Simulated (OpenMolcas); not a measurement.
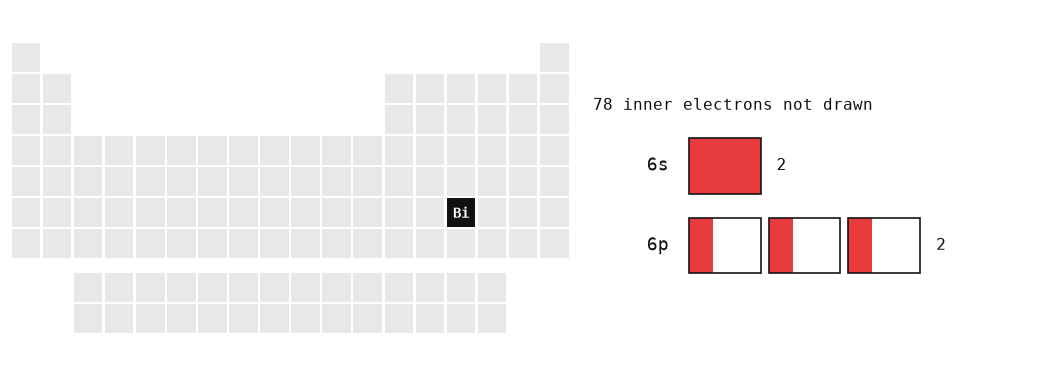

*Left, the place of bismuth in the periodic table; right, the outer shells of the leading configuration of the lowest level: a box for each of the 2l + 1 orbitals, shaded by the share of the shell that is filled, with the electron count at the right.*

## Multiconfigurational calculation for Bi⁺ (part 1 of 2)

Bi⁺. Computed at this level: state-averaged RASSCF, active space 4 electrons in the shells 6s 6p 6d; RAS3 6d with at most 2 electrons, basis ANO-RCC-VTZP, DKH2 scalar Hamiltonian, spin-orbit coupling by RASSI with atomic mean-field integrals (OpenMolcas).

### Output (extracts)
```
--- SEWARD ---
Basis set label: BI.ANO-RCC...8S7P5D3F2G.

      Electronic valence basis set:
      ------------------
      Associated Effective Charge  83.000000 au
      Associated Actual Charge     83.000000 au
      Nuclear Model: Point charge

      Shell  nPrim  nBasis  Cartesian Spherical Contaminant
         s      25       8        X
         p      22       7        X
         d      16       5                 X
         f      12       3                 X
         g       4       2                 X
                  Relativistic Douglas-Kroll-Hess integrals:
                    - DKH order of Hamiltonian: 2
                    - DKH order of Properties : 0
                  Atomic mean-field integrals
--- RASSCF ---
Wave function specifications:
      -----------------------------

      Number of closed shell electrons          78
      Number of electrons in active shells       4
      Max number of holes in RAS1 space          0
      Max nr of electrons in RAS3 space          2
      Number of inactive orbitals               39
      Number of active orbitals                  9
      Number of secondary orbitals              45
      Spin quantum number                      1.0
      State symmetry                             1
Orbital specifications:
      -----------------------

      Symmetry species                           1   2
                                                ag  au
      Frozen orbitals                            0   0
      Inactive orbitals                         20  19
      Active orbitals                            6   3
      RAS1 orbitals                              0   0
      RAS2 orbitals                              1   3
      RAS3 orbitals                              5   0
      Secondary orbitals                        25  20
      Deleted orbitals                           0   0
      Number of basis functions                 51  42
      Number of CSFs                           211
      Number of root(s) required                 3
      Iter CI   SX   CI       RASSCF       Energy    max ROT     max BLB   max BLB  Level Ln srch  Step   QN
          iter iter root      energy       change     param      element    value   shift minimum  type update
 Nr of preliminary CI iterations:   1
      Total energies have been shifted. Add               -21000.00 au
        1   1    9    0  -509.60812169    0.00E+00   1.40E-01*  18  32 1  2.26E-02*  0.00   0.00    SX    NO
        2   1    9    0  -509.61100690   -2.89E-03*  1.58E-02   18  32 1 -1.71E-02*  0.00   0.00    SX    NO
        3   1    9    0  -509.61128533   -2.78E-04*  4.68E-03   18  32 1  9.42E-03*  0.00   0.00    SX    NO
        4   1    9    0  -509.61136742   -8.21E-05*  2.81E-03   18  32 1 -6.04E-03*  0.00   0.00    SX    NO
        5   1    9    0  -509.61139903   -3.16E-05*  9.78E-04   18  32 1  3.80E-03*  0.00   0.61    QN   YES
        6   1    6    0  -509.61141973   -2.07E-05*  1.09E-04   16  26 1 -2.74E-05   0.00   1.00    QN   YES
        7   1    5    0  -509.61141974   -2.69E-09   3.01E-05   21  27 1  6.26E-06   0.00   1.20    QN   YES
      Convergence after  7 iterations
        8   1    5    0  -509.61141974   -1.38E-10   3.01E-05   13  30 2  9.24E-07   0.00   1.20    QN   YES
      Natural orbitals and occupation numbers for root  1
      sym 1:   1.962845   0.004782   0.007115   0.007115   0.004782   0.003984
      sym 2:   0.021889   0.993744   0.993744
      Natural orbitals and occupation numbers for root  2
      sym 1:   1.962845   0.004782   0.004782   0.003984   0.007115   0.007115
      sym 2:   0.993744   0.021889   0.993744
      Natural orbitals and occupation numbers for root  3
      sym 1:   1.962845   0.007115   0.004782   0.003984   0.004782   0.007115
      sym 2:   0.993744   0.993744   0.021889
::    RASSCF root number  1 Total energy: -21509.61141974
::    RASSCF root number  2 Total energy: -21509.61141973
::    RASSCF root number  3 Total energy: -21509.61141973
--- RASSCF ---
Wave function specifications:
      -----------------------------

      Number of closed shell electrons          78
      Number of electrons in active shells       4
      Max number of holes in RAS1 space          0
      Max nr of electrons in RAS3 space          2
      Number of inactive orbitals               39
      Number of active orbitals                  9
      Number of secondary orbitals              45
      Spin quantum number                      0.0
      State symmetry                             1
Orbital specifications:
      -----------------------

      Symmetry species                           1   2
                                                ag  au
      Frozen orbitals                            0   0
      Inactive orbitals                         20  19
      Active orbitals                            6   3
      RAS1 orbitals                              0   0
      RAS2 orbitals                              1   3
      RAS3 orbitals                              5   0
      Secondary orbitals                        25  20
      Deleted orbitals                           0   0
      Number of basis functions                 51  42
      Number of CSFs                           192
      Number of root(s) required                 6
      Iter CI   SX   CI       RASSCF       Energy    max ROT     max BLB   max BLB  Level Ln srch  Step   QN
          iter iter root      energy       change     param      element    value   shift minimum  type update
 Nr of preliminary CI iterations:   1
      Total energies have been shifted. Add               -21000.00 au
        1   1    9    0  -509.56174924    0.00E+00  -2.27E-02   20  23 2 -5.16E-03*  0.00   0.00    SX    NO
        2   1    9    0  -509.56215094   -4.02E-04*  5.90E-03   21  27 1  2.40E-03*  0.00   0.00    SX    NO
        3   1    8    0  -509.56216732   -1.64E-05*  1.17E-03   19  32 1  1.09E-03*  0.00   0.00    SX    NO
        4   1    8    0  -509.56216894   -1.62E-06*  3.63E-04   19  32 1 -7.07E-04*  0.00   0.00    SX    NO
        5   1    8    0  -509.56216939   -4.54E-07*  1.27E-04   19  32 1  4.53E-04   0.00   0.62    QN   YES
        6   1    5    0  -509.56216968   -2.87E-07* -3.09E-05   12  32 1  3.64E-06   0.00   1.00    QN   YES
        7   1    4    0  -509.56216968   -2.47E-10  -1.09E-05   20  26 1  9.36E-07   0.00   1.13    QN   YES
      Convergence after  7 iterations
        8   1    4    0  -509.56216968   -7.28E-12  -1.09E-05   19  32 1 -1.49E-07   0.00   1.13    QN   YES
      Natural orbitals and occupation numbers for root  1
      sym 1:   1.964065   0.005536   0.002739   0.014232   0.005519   0.002617
      sym 2:   0.020551   0.991447   0.993293
      Natural orbitals and occupation numbers for root  2
      sym 1:   1.964065   0.005524   0.014232   0.002739   0.005531   0.002617
      sym 2:   0.020551   0.992016   0.992726
      Natural orbitals and occupation numbers for root  3
      sym 1:   1.964065   0.005530   0.002617   0.005525   0.002739   0.014232
      sym 2:   0.992625   0.992116   0.020550
::    RASSCF root number  1 Total energy: -21509.57104286
::    RASSCF root number  2 Total energy: -21509.57104286
::    RASSCF root number  3 Total energy: -21509.57104285
::    RASSCF root number  4 Total energy: -21509.57104285
::    RASSCF root number  5 Total energy: -21509.57104285
::    RASSCF root number  6 Total energy: -21509.51780378
--- RASSCF ---
Wave function specifications:
      -----------------------------

      Number of closed shell electrons          78
      Number of electrons in active shells       4
      Max number of holes in RAS1 space          0
      Max nr of electrons in RAS3 space          2
      Number of inactive orbitals               39
      Number of active orbitals                  9
      Number of secondary orbitals              45
      Spin quantum number                      2.0
      State symmetry                             2
Orbital specifications:
      -----------------------

      Symmetry species                           1   2
                                                ag  au
      Frozen orbitals                            0   0
      Inactive orbitals                         20  19
      Active orbitals                            6   3
      RAS1 orbitals                              0   0
      RAS2 orbitals                              1   3
      RAS3 orbitals                              5   0
      Secondary orbitals                        25  20
      Deleted orbitals                           0   0
      Number of basis functions                 51  42
      Number of CSFs                            36
      Number of root(s) required                 1
      Iter CI   SX   CI       RASSCF       Energy    max ROT     max BLB   max BLB  Level Ln srch  Step   QN
          iter iter root      energy       change     param      element    value   shift minimum  type update
 Nr of preliminary CI iterations:   1
      Total energies have been shifted. Add               -21000.00 au
        1   1    2    1  -509.35835269    0.00E+00  -7.53E-07   19  26 2 -3.60E-07   0.00   0.00    SX    NO
        2   1    2    1  -509.35835269   -1.82E-11   1.65E-07   20  26 1  1.55E-07   0.00   0.00    SX    NO
        3   1    2    1  -509.35835269   -2.91E-11   6.41E-08   19  32 1  1.21E-07   0.00   0.00    SX    NO
        4   1    2    1  -509.35835269   -1.09E-11  -3.39E-08   19  32 1 -5.60E-08   0.00   0.00    SX    NO
      Convergence after  4 iterations
        5   1    2    1  -509.35835269    1.82E-11  -3.39E-08   19  32 1  3.61E-08   0.00   0.00    SX    NO
      Natural orbitals and occupation numbers for root  1
      sym 1:   1.000000   0.003798   0.003798   0.003798   0.003798   0.003798
      sym 2:   0.993669   0.993669   0.993669
::    RASSCF root number  1 Total energy: -21509.35835269
--- RASSCF ---
Wave function specifications:
      -----------------------------

      Number of closed shell electrons          78
      Number of electrons in active shells       4
      Max number of holes in RAS1 space          0
      Max nr of electrons in RAS3 space          2
      Number of inactive orbitals               39
      Number of active orbitals                  9
      Number of secondary orbitals              45
      Spin quantum number                      1.0
      State symmetry                             2
Orbital specifications:
      -----------------------

      Symmetry species                           1   2
                                                ag  au
      Frozen orbitals                            0   0
      Inactive orbitals                         20  19
      Active orbitals                            6   3
      RAS1 orbitals                              0   0
      RAS2 orbitals                              1   3
      RAS3 orbitals                              5   0
      Secondary orbitals                        25  20
      Deleted orbitals                           0   0
      Number of basis functions                 51  42
      Number of CSFs                           174
      Number of root(s) required                 8
      Iter CI   SX   CI       RASSCF       Energy    max ROT     max BLB   max BLB  Level Ln srch  Step   QN
          iter iter root      energy       change     param      element    value   shift minimum  type update
 Nr of preliminary CI iterations:   1
      Total energies have been shifted. Add               -21000.00 au
        1   1    9    0  -509.24837468    0.00E+00  -1.07E-01*  19  20 2 -1.49E-02*  0.00   0.00    SX    NO
        2   1    9    0  -509.25582023   -7.45E-03*  1.42E-02   19  32 1 -6.99E-03*  0.00   0.00    SX    NO
        3   1    9    0  -509.25602027   -2.00E-04*  3.51E-03   19  32 1  5.49E-03*  0.00   0.00    SX    NO
        4   1    9    0  -509.25604623   -2.60E-05*  1.55E-03   19  32 1 -3.07E-03*  0.00   0.00    SX    NO
        5   1    8    0  -509.25605397   -7.74E-06*  5.46E-04   19  32 1  2.01E-03*  0.00   0.62    QN   YES
        6   1    5    0  -509.25605886   -4.89E-06* -2.32E-05   19  26 2 -1.27E-05   0.00   1.00    QN   YES
        7   1    5    0  -509.25605886   -8.84E-10   2.53E-06   19  26 2 -4.47E-06   0.00   0.98    QN   YES
      Convergence after  7 iterations
        8   1    5    0  -509.25605886   -1.82E-11   2.53E-06   19  32 1 -3.49E-07   0.00   0.98    QN   YES
      Natural orbitals and occupation numbers for root  1
      sym 1:   1.218876   0.119085   0.004535   0.004534   0.118566   0.007634
      sym 2:   0.764141   0.881049   0.881580
      Natural orbitals and occupation numbers for root  2
      sym 1:   1.218876   0.042820   0.004452   0.042443   0.007716   0.156923
      sym 2:   0.803005   0.920372   0.803392
      Natural orbitals and occupation numbers for root  3
      sym 1:   1.218876   0.007716   0.004452   0.042383   0.042880   0.156923
      sym 2:   0.802944   0.803453   0.920372
::    RASSCF root number  1 Total energy: -21509.27319398
::    RASSCF root number  2 Total energy: -21509.27319398
::    RASSCF root number  3 Total energy: -21509.27319398
::    RASSCF root number  4 Total energy: -21509.27319398
::    RASSCF root number  5 Total energy: -21509.27319398
::    RASSCF root number  6 Total energy: -21509.22750033
::    RASSCF root number  7 Total energy: -21509.22750033
::    RASSCF root number  8 Total energy: -21509.22750033
--- RASSCF ---
Wave function specifications:
      -----------------------------

      Number of closed shell electrons          78
      Number of electrons in active shells       4
      Max number of holes in RAS1 space          0
      Max nr of electrons in RAS3 space          2
      Number of inactive orbitals               39
      Number of active orbitals                  9
      Number of secondary orbitals              45
      Spin quantum number                      0.0
      State symmetry                             2
Orbital specifications:
      -----------------------

      Symmetry species                           1   2
                                                ag  au
      Frozen orbitals                            0   0
      Inactive orbitals                         20  19
      Active orbitals                            6   3
      RAS1 orbitals                              0   0
      RAS2 orbitals                              1   3
      RAS3 orbitals                              5   0
      Secondary orbitals                        25  20
      Deleted orbitals                           0   0
      Number of basis functions                 51  42
      Number of CSFs                           138
      Number of root(s) required                 8
      Iter CI   SX   CI       RASSCF       Energy    max ROT     max BLB   max BLB  Level Ln srch  Step   QN
          iter iter root      energy       change     param      element    value   shift minimum  type update
 Nr of preliminary CI iterations:   1
      Total energies have been shifted. Add               -21000.00 au
        1   1    9    0  -509.17783005    0.00E+00   2.26E-02   21  28 1 -1.45E-02*  0.00   0.00    SX    NO
        2   1    9    0  -509.17902239   -1.19E-03*  2.83E-03   21  27 1  6.09E-03*  0.00   0.00    SX    NO
        3   1    8    0  -509.17905626   -3.39E-05*  1.63E-03   18  32 1  3.50E-03*  0.00   0.00    SX    NO
        4   1    8    0  -509.17906481   -8.55E-06*  7.83E-04   18  32 1 -2.04E-03*  0.00   0.00    SX    NO
        5   1    8    0  -509.17906788   -3.07E-06*  2.89E-04   18  32 1  1.28E-03*  0.00   0.62    QN   YES
        6   1    5    0  -509.17906975   -1.87E-06*  4.48E-06   21  27 1  6.97E-06   0.00   1.00    QN   YES
        7   1    4    0  -509.17906975   -6.55E-11   1.51E-06   18  32 1  2.43E-06   0.00   1.07    QN   YES
      Convergence after  7 iterations
        8   1    4    0  -509.17906975    1.82E-11   1.51E-06   21  27 1 -7.19E-07   0.00   1.07    QN   YES
      Natural orbitals and occupation numbers for root  1
      sym 1:   1.707063   0.371496   0.004953   0.004954   0.372494   0.002427
      sym 2:   0.277254   0.630158   0.629200
      Natural orbitals and occupation numbers for root  2
      sym 1:   1.707063   0.127845   0.126757   0.004830   0.002551   0.494342
      sym 2:   0.394207   0.747154   0.395252
      Natural orbitals and occupation numbers for root  3
      sym 1:   1.707063   0.002551   0.127683   0.004830   0.126919   0.494342
      sym 2:   0.394362   0.395096   0.747154
::    RASSCF root number  1 Total energy: -21509.22704368
::    RASSCF root number  2 Total energy: -21509.22704368
::    RASSCF root number  3 Total energy: -21509.22704368
::    RASSCF root number  4 Total energy: -21509.22704368
::    RASSCF root number  5 Total energy: -21509.22704368
::    RASSCF root number  6 Total energy: -21509.09911320
::    RASSCF root number  7 Total energy: -21509.09911320
::    RASSCF root number  8 Total energy: -21509.09911320
--- RASSI ---
SPIN-FREE ENERGIES:
  (Shifted by EMIN (a.u.) =     -21509.6114197384)

 SF State       Relative EMIN(au)   Rel lowest level(eV)    D:o, cm**(-1)      L_eff

     1             0.0000000000        0.0000000000              0.0000         1.0
     2             0.0000000038        0.0000001039              0.0008         1.0
     3             0.0000000038        0.0000001039              0.0008         1.0
     4             0.0403768800        1.0987108783           8861.7009         2.0
     5             0.0403768800        1.0987108783           8861.7009         2.0
     6             0.0403768839        1.0987109842           8861.7017         2.0
     7             0.0403768839        1.0987109842           8861.7017         2.0
     8             0.0403768852        1.0987110188           8861.7020         2.0
     9             0.0936159598        2.5474200396          20546.3283         0.0
    10             0.2530670466        6.8863051507          55541.7968         0.0
    11             0.3382257567        9.2035917039          74231.9733         2.0
    12             0.3382257567        9.2035917039          74231.9733         2.0
    13             0.3382257567        9.2035917039          74231.9733         2.0
    14             0.3382257567        9.2035917039          74231.9733         2.0
    15             0.3382257567        9.2035917039          74231.9733         2.0
    16             0.3839194125       10.4469794220          84260.5715         1.0
    17             0.3839194125       10.4469794220          84260.5715         1.0
    18             0.3839194125       10.4469794220          84260.5715         1.0
    19             0.3843760586       10.4594053944          84360.7938         2.0
    20             0.3843760591       10.4594054076          84360.7939         2.0
    21             0.3843760591       10.4594054076          84360.7939         2.0
    22             0.3843760605       10.4594054469          84360.7942         2.0
    23             0.3843760605       10.4594054469          84360.7942         2.0
    24             0.5123065411       13.9405711652         112438.2892         1.0
    25             0.5123065411       13.9405711652         112438.2892         1.0
    26             0.5123065411       13.9405711652         112438.2892         1.0
     Dipole printing threshold changed to   1.00000000E+00
```

(Continued in part 2.) Outcome of the run: converged.
